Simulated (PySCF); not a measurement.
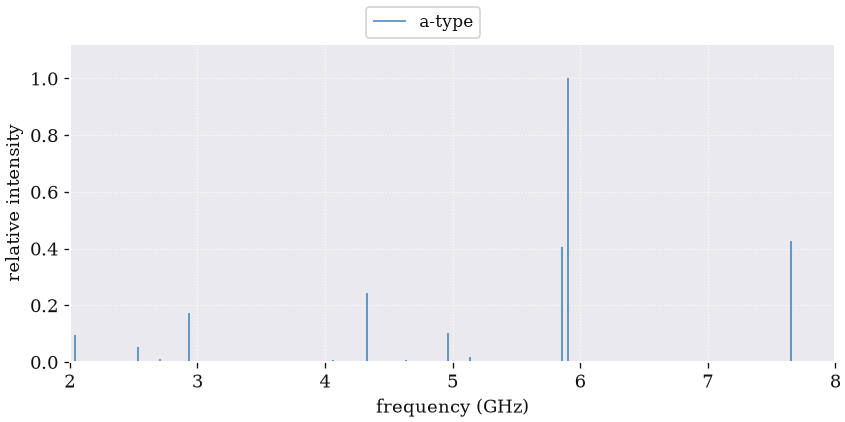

C₂H₄BFO₂, SMILES FB1OCCO1. Simulated rotational absorption lines between 2 and 8 GHz at 5 K: rigid rotor with the equilibrium constants and dipole of one optimised conformer (PBE0-D3(BJ)/def2-SVP, PySCF 2.14.0), commonest isotopes; no centrifugal distortion, hyperfine structure, internal rotation or nuclear-spin weights; lines within 1 MHz of each other are summed. Lines of different type are drawn apart.

**What are the rotational constants, and what kind of rotor is it?**

Rotational constants A, B, C = 7.750, 3.441, 2.462 GHz; Ray's κ = −0.63, an asymmetric top on the prolate side.

**Assign the strongest lines, as J(Ka,Kc).**

```
 GHz   upper   lower  type  relative intensity
5.90  1(0,1)  0(0,0)     a                1.00
7.66  6(2,4)  6(2,5)     a                0.42
5.86  3(1,2)  3(1,3)     a                0.41
4.33  5(2,3)  5(2,4)     a                0.24
```

Note: coarse grid, loose stop and no frequency check, small forces are noise and the end may be a saddle.
